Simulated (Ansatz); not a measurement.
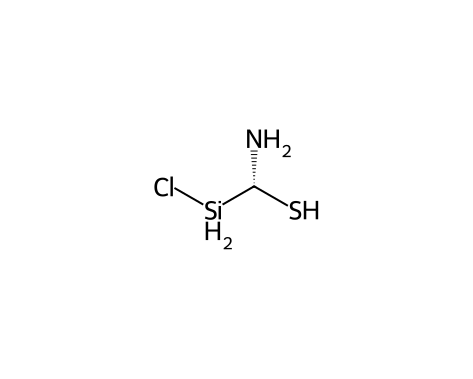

A structural formula.

Write the SMILES.

Answer. N[C@H](S)[SiH2]Cl

Give the formula, hydrogens included.

Answer. CH6ClNSSi.

An optimisation with PBE0-D4/def2-TZVP gave a structure of which point group?

Answer. C1.

More results for the same structure follow; atom numbers are the same in all pictures, views and colours differ. The computed structure is the end point of a PBE0-D4/def2-TZVP optimisation.

Electronic properties

Properties computed with RKS PBE-D4/def2-TZVPP (Ansatz 0.2.0).

Computed properties:

- dipole moment: 0.50 D
- HOMO energy (Kohn–Sham orbital): −5.72 eV
- LUMO energy (Kohn–Sham orbital): −1.20 eV
- HOMO–LUMO gap: 4.51 eV
- dispersion correction: −29.8 kJ/mol

Vibrations

Harmonic vibrations computed with RKS PBE0-D4/def2-TZVP (Ansatz 0.2.0) at a stationary point of the same level.

How many vibrational modes are there, and where do they lie?

Answer. 27 modes: 45, 116, 191, 217, 245, 270, 379, 532, 559, 646, 712, 728, 838, 866, 926, 953, 1094, 1137, 1195, 1361, 1637, 2239, 2256, 2686, 3062, 3499, 3592 cm⁻¹.

Charges

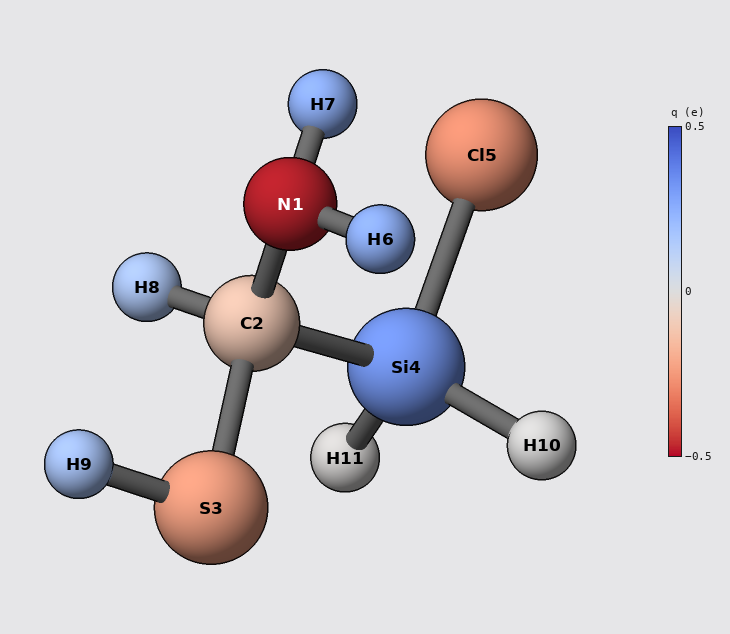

Atoms are coloured by their Mulliken charges. Properties computed with RKS PBE0-D4/def2-TZVP (Ansatz 0.2.0).

Which atom carries the highest charge (most positive or least negative)?

Answer. Si4 (0.31 e).

And the lowest?

Answer. N1 (−0.47 e).

Give the Mulliken charges atom by atom.

```csv
atom,value (e)
N1,−0.47
C2,−0.10
S3,−0.22
Si4,0.31
Cl5,−0.26
H6,0.23
H7,0.23
H8,0.14
H9,0.16
H10,0.00
H11,−0.01
```

Mulliken values depend strongly on the basis set and can even reverse the polarity of a bond.
